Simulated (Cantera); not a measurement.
Feed: 1 mol Al₂O₃, 0.19 mol NaOH, 2.5 mol O₂, equilibrated at 1.05 Torr.

Method: chemical equilibrium by Gibbs-energy minimisation in Cantera with the NASA 1993 tables (ideal gas, pure condensed phases). Candidate condensed phases: Al, Al₂O₃, H₂O, Na, NaAlO₂, NaOH, NaO₂, Na₂O, Na₂O₂; 26 gas species. The tables' values for AlOH are old estimates; treat these amounts as uncertain. Kinetics and transport are ignored.

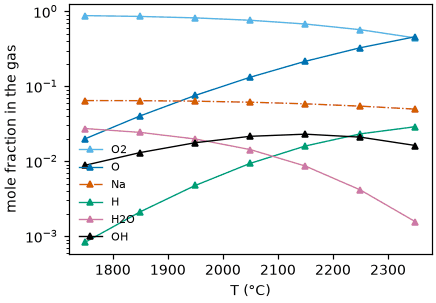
Fig. 1. Equilibrium gas composition (values under 1e-9 drawn at 1e-9)

Read off the mole fractions at 1750 °C.

O₂ about 0.88, Na about 0.064, H₂O about 0.027, O about 0.020, OH about 0.0088, H about 0.00083.
